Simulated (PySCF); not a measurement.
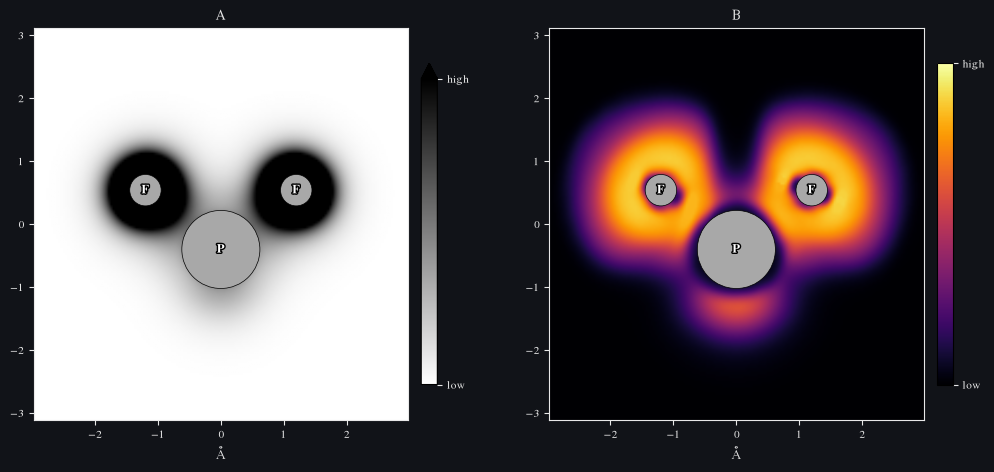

F$_{3}$HP (SMILES F[PH+](F)F) (charge +1): 2 fields on the plane of atoms F3, P2 and F4, with unlabelled colour scales. Grey discs cover the atomic cores.

Geometry: GFN2-xTB.

Level of theory: CAM-B3LYP/def2-SVPD, SCF density, gas phase in PySCF.

**The panels show electron density and electron localisation function in some order. Assign them.**

Panel A: electron density. Panel B: electron localisation function. From the grid: P–F (1.52 Å): the density is about 1.5 e/Å³ at the midpoint; the ELF peaks at about 0.85 between the atoms, as expected for a shared but strongly polarised pair.
